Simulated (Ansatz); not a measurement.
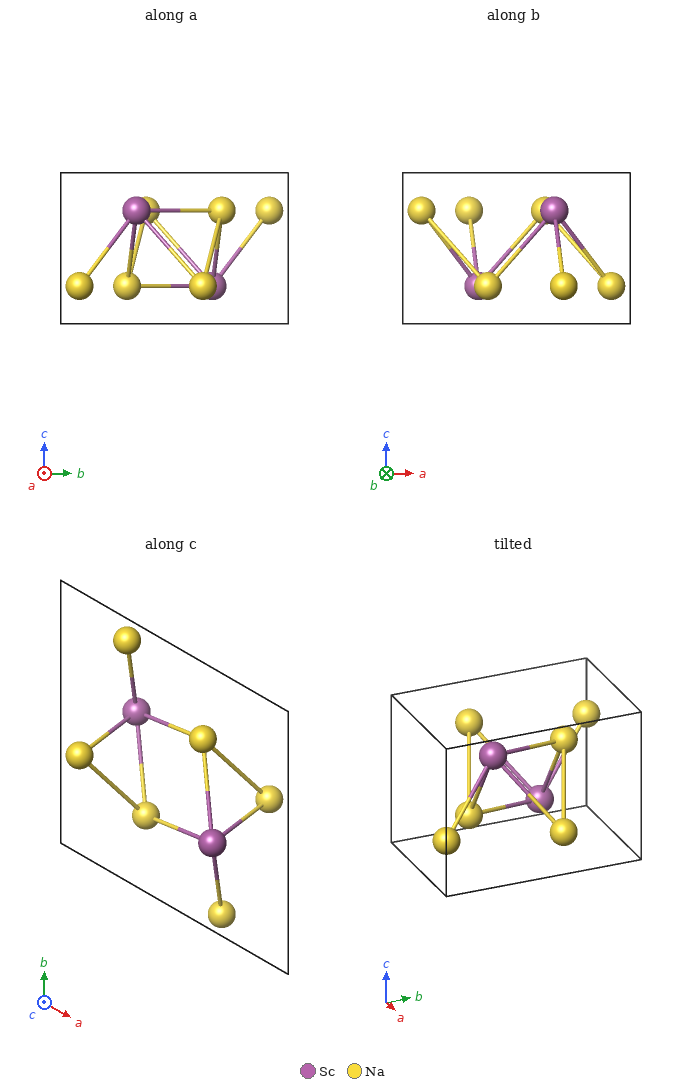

This ball-and-stick model is shown along the a axis, along the b axis, along the c axis and slightly off an axis. The wireframe shows the conventional unit cell.

Lattice parameters: a = 6.803 Å, b = 6.803 Å, c = 3.907 Å, α = 90.00°, β = 90.00°, γ = 120.00°. Put a along x and b in the xy plane.

> Convert the drawing into a POSCAR file.

```
Sc Na
1.0
     6.803    0.000    0.000
    -3.402    5.892    0.000
     0.000    0.000    3.907
Sc Na
2 6
Direct
  0.3333 0.6667 0.2500
  0.6667 0.3333 0.7500
  0.3750 0.2920 0.2500
  0.0830 0.3750 0.7500
  0.7080 0.0830 0.2500
  0.6250 0.7080 0.7500
  0.9170 0.6250 0.2500
  0.2920 0.9170 0.7500
```

Shown is a generated cell, made by putting these elements into a known structure type (the compound may or may not exist in this form), as it stood before any relaxation. A calculation with Ansatz used it as input.

At this level of theory the cell isn't at rest (compressed, at 20 GPa and forces up to 1.7 eV/Å), so its distances can differ from those at equilibrium, the more so the softer the solid.
